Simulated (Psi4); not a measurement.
# GeCl2 (SMILES [Cl][Ge][Cl]): HF/STO-3G

What is the vertical ionisation energy of GeCl2 at HF/STO-3G? 

The calculation is run with Psi4 1.11.

1 further run of the same task is left out (set aside as unsound or not needed).

### 1 The system as given

GeCl2 has 3 atoms, charge 0, and is taken as a singlet. SMILES: `[Cl][Ge][Cl]`. Geometry: a GFN2-xTB relaxation, a rough one for these elements and not checked as a minimum.

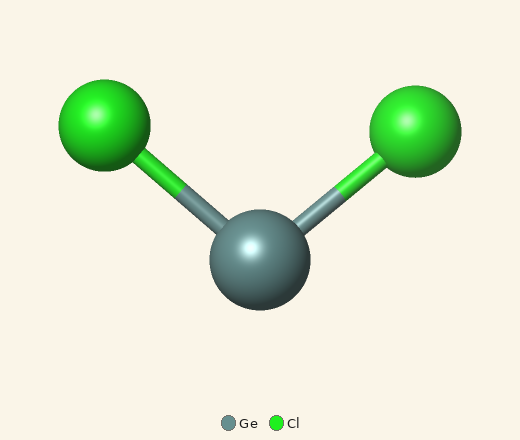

Viewed from a chosen angle; germanium teal, chlorine green.

### 2 Energy and forces at HF/STO-3G

calc.py

```python
import psi4

psi4.set_memory(1600000000)
psi4.set_num_threads(1)
psi4.core.set_output_file('run.log', False)

molecule = psi4.geometry("""
0 1
Ge     0.00924076    -0.01343595    -1.75967517
Cl     3.11396630    -0.03556465     0.89710968
Cl    -3.12320706     0.04900060     0.86256549
units au
symmetry c1
""")

psi4.set_options({
    'basis': 'STO-3G',
    'puream': True,
    'e_convergence': 1e-09,
    'd_convergence': 1e-08,
    'scf_type': 'pk',
})

result, w = psi4.gradient("scf", return_wfn=True)
print('gradient / Eh bohr^-1')
print(result.np.round(6))
print(f'energy = {w.energy():.10f} Eh')
for k, v in sorted(psi4.core.scalar_variables().items()):
    print(f'{k:45s} {v:18.10f}')
```

On the command line:

```bash
$ python calc.py
```

run.log:

```text
[...]
  Running in c1 symmetry.
[...]
  Nuclear repulsion =  312.606018086892789
[...]
  Multiplicity = 1
[...]
  Nalpha       = 33
  Nbeta        = 33
[...]
    Number of basis functions: 36
[...]
   @RHF iter   1: -2960.77400137257382   -3.00021e+00   1.57090e-02 ADIIS/DIIS
[...]
   @RHF iter  10: -2961.00327941354635   -3.63798e-12   6.19738e-09 DIIS
[...]
    Orbital Energies [Eh]
    ---------------------
    Doubly Occupied:
       1A   -400.610388     2A   -103.646345     3A   -103.646220
       4A    -50.454844     5A    -45.518410     6A    -45.517312
       7A    -45.516665     8A    -10.339806     9A    -10.339554
      10A     -7.783043    11A     -7.782715    12A     -7.778631
      13A     -7.778498    14A     -7.778075    15A     -7.777836
      16A     -6.555511    17A     -4.595960    18A     -4.594146
      19A     -4.589840    20A     -1.029245    21A     -0.997152
      22A     -0.734020    23A     -0.732213    24A     -0.729623
      25A     -0.726353    26A     -0.721591    27A     -0.588962
      28A     -0.452006    29A     -0.429147    30A     -0.422638
      31A     -0.392771    32A     -0.382308    33A     -0.303388
[...]
  @RHF Final Energy: -2961.00327941354635
   => Energetics <=
    Nuclear Repulsion Energy =            312.6060180868927887
    One-Electron Energy =               -4764.7281687475233412
    Two-Electron Energy =                1491.1188712470841438
    Total Energy =                      -2961.0032794135468066
[...]
 Multipole Moments:
 ------------------------------------------------------------------------------------
     Multipole            Electronic (a.u.)      Nuclear  (a.u.)        Total (a.u.)
 ------------------------------------------------------------------------------------
 L = 1.  Multiply by 2.5417464519 to convert [e a0] to [Debye]
 Dipole X            :         -0.0325992            0.0270492           -0.0055500
 Dipole Y            :         -6.1923362            5.0515769           -1.1407594
 Dipole Z            :         -0.0000000            0.0000000           -0.0000000
 Magnitude           :                                                    1.1407729
[...]
  -Total Gradient:
     Atom            X                  Y                   Z
    ------   -----------------  -----------------  -----------------
       1        0.000100706602     0.000821364937     0.000000000000
       2       -0.005054949485    -0.000342212241     0.000000000000
       3        0.004954242895    -0.000479152566    -0.000000000000
[...]
```

On the terminal:

```text
gradient / Eh bohr^-1
[[ 0.000101  0.000821  0.      ]
 [-0.005055 -0.000342  0.      ]
 [ 0.004954 -0.000479 -0.      ]]
energy = -2961.0032794135 Eh
CURRENT ENERGY                                  -2961.0032794135
CURRENT REFERENCE ENERGY                        -2961.0032794135
DD SOLVATION ENERGY                                 0.0000000000
HF KINETIC ENERGY                                2945.4997594595
HF POTENTIAL ENERGY                             -5906.5030388731
HF TOTAL ENERGY                                 -2961.0032794135
HF VIRIAL RATIO                                     2.0052634599
NUCLEAR REPULSION ENERGY                          312.6060180869
ONE-ELECTRON ENERGY                             -4764.7281687475
PCM POLARIZATION ENERGY                             0.0000000000
PE ENERGY                                           0.0000000000
SCF ITERATION ENERGY                            -2961.0032794135
SCF ITERATIONS                                     10.0000000000
SCF TOTAL ENERGY                                -2961.0032794135
TWO-ELECTRON ENERGY                              1491.1188712471
```

Wall time 1.4 s (1 thread of Intel Xeon 6975P-C (Granite Rapids), shared host); peak memory 0.19 GiB.

### 3 The doublet cation at the same level

calc.py

```python
import psi4

psi4.set_memory('1600 MB')
psi4.set_num_threads(1)
psi4.set_output_file('cl2ge.out', False)

molecule = psi4.geometry("""
1 2
Ge     0.004890    -0.007110    -0.931180
Cl     1.647840    -0.018820     0.474730
Cl    -1.652730     0.025930     0.456450
symmetry c1
""")

psi4.set_options({
    'basis': 'STO-3G',
    'reference': 'uhf',
    'puream': True,
    'e_convergence': 1e-09,
    'd_convergence': 1e-08,
    'scf_type': 'pk',
    'maxiter': 200,
})

E, wfn = psi4.gradient("scf", return_wfn=True)
psi4.oeprop(wfn, "DIPOLE", "MULLIKEN_CHARGES", "MAYER_INDICES", title="SCF")
print('gradient / Eh bohr^-1')
print(E.np.round(6))
print(f'energy = {wfn.energy():.10f} Eh')
for k, v in sorted(psi4.core.scalar_variables().items()):
    print(f'{k:45s} {v:18.10f}')
```

On the command line:

```bash
$ python calc.py
```

cl2ge.out, cut to the lines that bear on the results:

```text
[...]
  Running in c1 symmetry.
[...]
  Nuclear repulsion =  312.606017933749115
[...]
  Multiplicity = 2
[...]
  Nalpha       = 33
  Nbeta        = 32
[...]
    Number of basis functions: 36
[...]
   @UHF iter   1: -2960.41412323292252   -2.64034e+00   1.69976e-02 ADIIS/DIIS
[...]
   @UHF iter  13: -2960.71340354067024   -4.54747e-12   9.40112e-09 DIIS
[...]
   @S^2 Observed:                7.697356725E-01
[...]
  @UHF Final Energy: -2960.71340354067024
   => Energetics <=
    Nuclear Repulsion Energy =            312.6060179337491149
    One-Electron Energy =               -4743.6414813989340473
    Two-Electron Energy =                1470.3220599245148605
    Total Energy =                      -2960.7134035406697876
  UHF NO Occupations:
  HONO-2 :   31  A 1.9964394
  HONO-1 :   32  A 1.9940688
[...]
  -Total Gradient:
     Atom            X                  Y                   Z
    ------   -----------------  -----------------  -----------------
       1       -0.000183915163    -0.046832723644    -0.000000000000
       2       -0.007687052291     0.023487729829    -0.000000000000
       3        0.007870967444     0.023344993741     0.000000000000
[...]
 Multipole Moments:
 ------------------------------------------------------------------------------------
     Multipole            Electronic (a.u.)      Nuclear  (a.u.)        Total (a.u.)
 ------------------------------------------------------------------------------------
 L = 1.  Multiply by 2.5417464519 to convert [e a0] to [Debye]
 Dipole X            :         -0.0364025            0.0270492           -0.0093534
 Dipole Y            :         -6.7951240            5.0515769           -1.7435472
 Dipole Z            :          0.0000000            0.0000000            0.0000000
 Magnitude           :                                                    1.7435722
[...]
  Mulliken Charges: (a.u.)
   Center  Symbol    Alpha    Beta     Spin     Total
       1    GE    15.69279 15.12102  0.57177  1.18619
       2    CL     8.65369  8.43935  0.21433 -0.09304
       3    CL     8.65352  8.43962  0.21390 -0.09315
   Total alpha = 33.00000, Total beta = 32.00000, Total charge =  1.00000
  Mayer Bond Indices:
  Total Bond Index:
  Irrep: 1 Size: 3 x 3
[...]
```

Standard output:

```text
gradient / Eh bohr^-1
[[-0.000184 -0.046833 -0.      ]
 [-0.007687  0.023488 -0.      ]
 [ 0.007871  0.023345  0.      ]]
energy = -2960.7134035407 Eh
CURRENT ENERGY                                  -2960.7134035407
CURRENT REFERENCE ENERGY                        -2960.7134035407
DD SOLVATION ENERGY                                 0.0000000000
HF KINETIC ENERGY                                2943.4575443737
HF POTENTIAL ENERGY                             -5904.1709479143
HF TOTAL ENERGY                                 -2960.7134035407
HF VIRIAL RATIO                                     2.0058624454
NUCLEAR REPULSION ENERGY                          312.6060179337
ONE-ELECTRON ENERGY                             -4743.6414813989
PCM POLARIZATION ENERGY                             0.0000000000
PE ENERGY                                           0.0000000000
SCF ITERATION ENERGY                            -2960.7134035407
SCF ITERATIONS                                     13.0000000000
SCF TOTAL ENERGY                                -2960.7134035407
TWO-ELECTRON ENERGY                              1470.3220599245
```

Wall time 1.4 s (1 thread of Intel Xeon 6975P-C (Granite Rapids), shared host); peak memory 0.19 GiB.

### 4 Outcome

At HF/STO-3G:

| quantity | value |
| --- | --- |
| singlet GeCl2: total energy | -2961.00328 Eh |
| singlet GeCl2: dipole moment | 2.90 D |
| singlet GeCl2: HOMO energy | -8.26 eV |
| singlet GeCl2: LUMO energy | 2.85 eV |
| singlet GeCl2: HOMO–LUMO gap | 11.10 eV |
| singlet GeCl2: largest force on an atom | 0.261 eV/Å |
| doublet cation: total energy | -2960.71340 Eh |
| doublet cation: HOMO energy (highest over α and β) | -17.05 eV |
| doublet cation: LUMO energy (lowest over α and β) | -7.49 eV |
| doublet cation: ⟨S²⟩ | 0.770 |
| doublet cation: largest force on an atom | 2.408 eV/Å |
| vertical ionisation energy (to the doublet cation) | 7.888 eV |

What this shows: The vertical ionisation energy comes to 7.89 eV (182 kcal/mol). The largest force (singlet GeCl2) is 0.26 eV/Å: the shape isn't a stationary point for this species at this level. The negative HOMO energy of the first species, 8.26 eV, lies 0.37 eV above that difference. In a minimal basis such a difference can be off by several eV, whatever the method.
